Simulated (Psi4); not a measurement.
# IF (iodine monofluoride): levels of theory compared

Aim: a comparison of 5 runs (BHLYP/def2-TZVP, PBE0/def2-TZVP, wB97X-V/def2-TZVP, wB97X/def2-TZVP, MP3/def2-TZVP) of IF (iodine monofluoride). 

The calculation is run with Psi4 1.11.

11 further runs of the same task are left out: 11 that didn't finish.

## 1. Starting point

The species is IF (2 atoms), meant as a singlet with charge 0. SMILES: `FI`. The F1–I2 distance was set to 4.202 Å, away from the relaxed value.

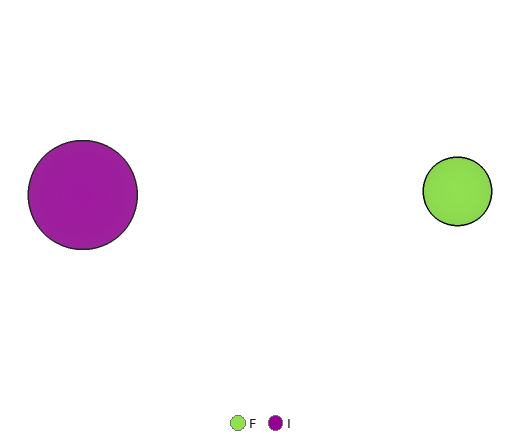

Viewed from a chosen angle; fluorine green, iodine purple.

## 2. Energy and gradient at BHLYP/def2-TZVP (core potential) (run 1)

Input file calc.in:

```
memory 1600 MB

molecule m {
  0 1
  F
  I 1 r2

  r2 = 4.2015
  symmetry c1
  no_reorient
  no_com
}

set {
  basis                def2-TZVP
  puream               true
  e_convergence        1e-09
  d_convergence        1e-08
  scf_type             pk
  dft_radial_points    99
  dft_spherical_points 590
}

E, wfn = gradient("bhhlyp", return_wfn=True)
print_variables()
```

On the command line:

```console
$ psi4 -n 1 calc.in calc.out
```

calc.out:

```text
[...]
    !!!  WARNING: ECP capability is in beta. Please check occupations closely.  !!!
[...]
  Running in c1 symmetry.
[...]
  Nuclear repulsion =   28.338658193680828
[...]
  Multiplicity = 1
[...]
  Nalpha       = 17
  Nbeta        = 17
[...]
    Number of basis functions: 81
[...]
   @RKS iter   1:  -396.96909727724045   -2.73960e+00   9.82252e-03 ADIIS/DIIS
[...]
   @RKS iter  87:  -397.26553724043475   -4.43379e-12   5.47573e-09 DIIS
[...]
    Orbital Energies [Eh]
    ---------------------
    Doubly Occupied:
       1A    -25.256001     2A     -7.296301     3A     -5.263715
       4A     -5.241255     5A     -5.241255     6A     -2.176994
       7A     -2.170144     8A     -2.170144     9A     -2.149740
      10A     -2.149740    11A     -1.217223    12A     -0.841074
      13A     -0.437591    14A     -0.437591    15A     -0.394016
      16A     -0.394016    17A     -0.361828
[...]
  @RKS Final Energy:  -397.26553724043475
   => Energetics <=
    Nuclear Repulsion Energy =             28.3386581936808284
    One-Electron Energy =                -712.7920265776637052
    Two-Electron Energy =                 304.0996664344222609
    DFT Exchange-Correlation Energy =     -16.9118352908740874
    Empirical Dispersion Energy =           0.0000000000000000
    VV10 Nonlocal Energy =                  0.0000000000000000
    Total Energy =                       -397.2655372404347531
[...]
 Multipole Moments:
 ------------------------------------------------------------------------------------
     Multipole            Electronic (a.u.)      Nuclear  (a.u.)        Total (a.u.)
 ------------------------------------------------------------------------------------
 L = 1.  Multiply by 2.5417464519 to convert [e a0] to [Debye]
 Dipole X            :          0.0000006            0.0000000            0.0000006
 Dipole Y            :         -0.0000004            0.0000000           -0.0000004
 Dipole Z            :         38.8847816          -36.3063436            2.5784380
 Magnitude           :                                                    2.5784380
[...]
  -Total Gradient:
     Atom            X                  Y                   Z
    ------   -----------------  -----------------  -----------------
       1       -0.000000044497    -0.000000020360    -0.014821883598
       2        0.000000044489     0.000000020356     0.014822445776
[...]
```

It took 24 s on 1 thread of AMD EPYC 7R43 (Zen 3), shared host; peak memory 0.44 GiB.

## 3. Energy and forces at PBE0/def2-TZVP (core potential) (run 2)

Input file job.inp:

```
memory 1600 MB

molecule system {
  F
  I 1 r2

  r2 = 4.2015
  units angstrom
  symmetry c1
}

set globals {
  basis def2-TZVP
  reference rks
  puream true
  e_convergence 1e-09
  d_convergence 1e-08
  scf_type pk
  dft_radial_points 99
  dft_spherical_points 590
}

e_tot, wfn = gradient("pbe0", return_wfn=True)
oeprop(wfn, "WIBERG_LOWDIN_INDICES", "LOWDIN_CHARGES", "MULLIKEN_CHARGES")
```

On the command line:

```console
$ psi4 -i job.inp -o job.out -n 1
```

job.out, cut to the lines that bear on the results:

```text
[...]
  Running in c1 symmetry.
[...]
  Nuclear repulsion =   28.338658193680828
[...]
  Multiplicity = 1
[...]
  Nalpha       = 17
  Nbeta        = 17
[...]
    Number of basis functions: 81
[...]
   @RKS iter   1:  -396.93989365609730   -2.41078e+00   1.05406e-02 DIIS/ADIIS
[...]
   @RKS iter  82:  -397.29445212559017   -3.86535e-12   7.36103e-09 DIIS
[...]
  @RKS Final Energy:  -397.29445212559017
   => Energetics <=
    Nuclear Repulsion Energy =             28.3386581936808284
    One-Electron Energy =                -712.9079925303403797
    Two-Electron Energy =                 311.9470234135335431
    DFT Exchange-Correlation Energy =     -24.6721412024641893
    Empirical Dispersion Energy =           0.0000000000000000
    VV10 Nonlocal Energy =                  0.0000000000000000
    Total Energy =                       -397.2944521255901691
[...]
 Multipole Moments:
 ------------------------------------------------------------------------------------
     Multipole            Electronic (a.u.)      Nuclear  (a.u.)        Total (a.u.)
 ------------------------------------------------------------------------------------
 L = 1.  Multiply by 2.5417464519 to convert [e a0] to [Debye]
 Dipole X            :         -0.0000003            0.0000000           -0.0000003
 Dipole Y            :         -0.0000000            0.0000000           -0.0000000
 Dipole Z            :         38.4866425          -36.3063436            2.1802989
 Magnitude           :                                                    2.1802989
[...]
  -Total Gradient:
     Atom            X                  Y                   Z
    ------   -----------------  -----------------  -----------------
       1        0.000000023761    -0.000000004280    -0.011223566792
       2       -0.000000023749     0.000000004279     0.011222987639
[...]
  Mulliken Charges: (a.u.)
   Center  Symbol    Alpha    Beta     Spin     Total
       1     F     4.63851  4.63851  0.00000 -0.27702
       2     I    12.36149 12.36149  0.00000  0.27702
   Total alpha = 17.00000, Total beta = 17.00000, Total charge = -0.00000
  Lowdin Charges: (a.u.)
   Center  Symbol    Alpha    Beta     Spin     Total
       1     F     4.63683  4.63683  0.00000 -0.27365
       2     I    12.36317 12.36317  0.00000  0.27365
  Total alpha = 17.00000, Total beta = 17.00000, Total charge = -0.00000
[...]
```

Wall time 28 s (1 thread of AMD EPYC 7R43 (Zen 3), shared host); peak memory 0.43 GiB.

Runs 3 to 4 aren't shown in full; the table further down has their settings and results.

## 4. A single-point energy at MP3/def2-TZVP (core potential) (run 5)

Input file fi.json:

```json
{
  "schema_name": "qcschema_input",
  "schema_version": 1,
  "molecule": {
    "schema_name": "qcschema_molecule",
    "schema_version": 2,
    "symbols": ["F", "I"],
    "geometry": [0.0, 0.0, -4.33076284, 0.0, 0.0, 3.60892147],
    "molecular_charge": 0,
    "molecular_multiplicity": 1,
    "fix_symmetry": "c1"
  },
  "driver": "energy",
  "model": {
    "method": "mp3",
    "basis": "def2-TZVP"
  },
  "keywords": {
    "puream": true,
    "e_convergence": 1e-09,
    "d_convergence": 1e-08,
    "scf_type": "pk",
    "num_frozen_docc": 5,
    "mp_type": "conv"
  }
}
```

On the command line:

```console
$ psi4 --qcschema fi.json -n 1 --memory 1600MB
```

stdout:

```text
[...]
    !!!  WARNING: ECP capability is in beta. Please check occupations closely.  !!!
[...]
  Running in c1 symmetry.
[...]
  Nuclear repulsion =   28.338658215492700
[...]
  Multiplicity = 1
[...]
  Nalpha       = 17
  Nbeta        = 17
[...]
    Number of basis functions: 81
[...]
   @RHF iter   1:  -395.67560047871916   -3.34890e+00   8.07124e-03 DIIS/ADIIS
[...]
   @RHF iter  23:  -395.85026005045700   -7.38964e-13   2.47893e-09 DIIS
[...]
    Orbital Energies [Eh]
    ---------------------
    Doubly Occupied:
       1A    -26.188632     2A     -7.880009     3A     -5.741848
       4A     -5.719921     5A     -5.719921     6A     -2.436858
       7A     -2.428855     8A     -2.428855     9A     -2.405175
      10A     -2.405175    11A     -1.395487    12A     -0.970442
      13A     -0.519119    14A     -0.519119    15A     -0.482982
      16A     -0.482982    17A     -0.373042
[...]
  @RHF Final Energy:  -395.85026005045700
   => Energetics <=
    Nuclear Repulsion Energy =             28.3386582154926998
    One-Electron Energy =                -712.1809912165392689
    Two-Electron Energy =                 287.9920729505895451
    Total Energy =                       -395.8502600504569955
[...]
 Multipole Moments:
 ------------------------------------------------------------------------------------
     Multipole            Electronic (a.u.)      Nuclear  (a.u.)        Total (a.u.)
 ------------------------------------------------------------------------------------
 L = 1.  Multiply by 2.5417464519 to convert [e a0] to [Debye]
 Dipole X            :          0.0000000            0.0000000            0.0000000
 Dipole Y            :          0.0000000            0.0000000            0.0000000
 Dipole Z            :         40.0174847          -36.3063436            3.7111412
 Magnitude           :                                                    3.7111412
[...]
	SCS-MP2 Total Energy (a.u.)        :  -396.67532823006957
	SOS-MP2 Total Energy (a.u.)        :  -396.65315282757138
[...]
	SOS-PI-MP2 Total Energy (a.u.)     :  -396.71491381042631
[...]
	MP2 Total Energy (a.u.)            :  -396.71967903506584
[...]
	SCS-MP3 Total Energy (a.u.)        :  -396.65328055241451
[...]
	MP3 Total Energy (a.u.)            :  -396.63148832444563
[...]
```

The result, in JSON:

```text
{
 "driver": "energy",
 "model": {
  "method": "mp3",
  "basis": "def2-TZVP"
 },
 "success": true,
 "return_result": -396.6314883244456,
 "properties": {
  "calcinfo_nbasis": 81,
  "calcinfo_nmo": 81,
  "calcinfo_nalpha": 17,
  "calcinfo_nbeta": 17,
  "calcinfo_natom": 2,
  "nuclear_repulsion_energy": 28.3386582154927,
  "return_energy": -396.6314883244456,
  "scf_one_electron_energy": -712.1809912165393,
  "scf_two_electron_energy": 287.99207295058955,
  "scf_dipole_moment": [2.077172214969709e-09, 3.108622233341339e-11, 3.7111411647560146],
  "scf_total_energy": -395.850260050457,
  "scf_iterations": 23,
  "mp2_same_spin_correlation_energy": -0.25180915605930715,
  "mp2_opposite_spin_correlation_energy": -0.6176098285495157,
  "mp2_singles_energy": 0.0,
  "mp2_doubles_energy": -0.8694189846088229,
  "mp2_correlation_energy": -0.869418984608842,
  "mp2_total_energy": -396.71967903506584
 }
}
```

Wall time 8.7 s (1 thread of AMD EPYC 7R43 (Zen 3), shared host); peak memory 0.45 GiB.

## 5. All runs side by side

| run | level | task | frozen core orbitals | energy (Eh) | dipole moment (D) | HOMO energy (eV) | LUMO energy (eV) | wall time |
| --- | --- | --- | --- | --- | --- | --- | --- | --- |
| 1 | BHLYP/def2-TZVP (core potential) | gradient | 0 | -397.265537 | 6.55 | -9.85 | -7.73 | 24 s |
| 2 | PBE0/def2-TZVP (core potential) | gradient | 0 | -397.294452 | 5.54 | -9.42 | -8.27 | 28 s |
| 3 | wB97X-V/def2-TZVP (core potential) | energy | 0 | -397.299389 | 6.68 | -10.64 | -6.71 | 58 s |
| 4 | wB97X/def2-TZVP (core potential) | energy | 0 | -397.375783 | 6.86 | -10.67 | -6.73 | 23 s |
| 5 | MP3/def2-TZVP (core potential) | energy | 5 | -396.631488 | – | -10.15 | -6.05 | 8.7 s |

## 6. Outcome

```
                                          quantity          value
                               run 5: total energy  -396.63149 Eh
        run 5: HOMO energy (Hartree–Fock orbitals)      -10.15 eV
        run 5: LUMO energy (Hartree–Fock orbitals)       -6.05 eV
      run 5: HOMO–LUMO gap (Hartree–Fock orbitals)        4.11 eV
run 5: correlation energy (5 core orbitals frozen)     -781.2 mEh
```

Over runs 1, 2, 3, 4 the dipole moment (its size) runs from 5.54 D (PBE0/def2-TZVP) to 6.86 D (wB97X/def2-TZVP). Over runs 1, 2, 3, 4 the HOMO–LUMO gap runs from 1.15 eV (PBE0/def2-TZVP) to 3.94 eV (wB97X/def2-TZVP). Totals of different functionals can't be ranked against each other. In runs 1, 2, 3, 4, 5 a closed-shell determinant meets a far-stretched bond, which it describes badly. All runs together took 2.3 min, the longest 58 s.
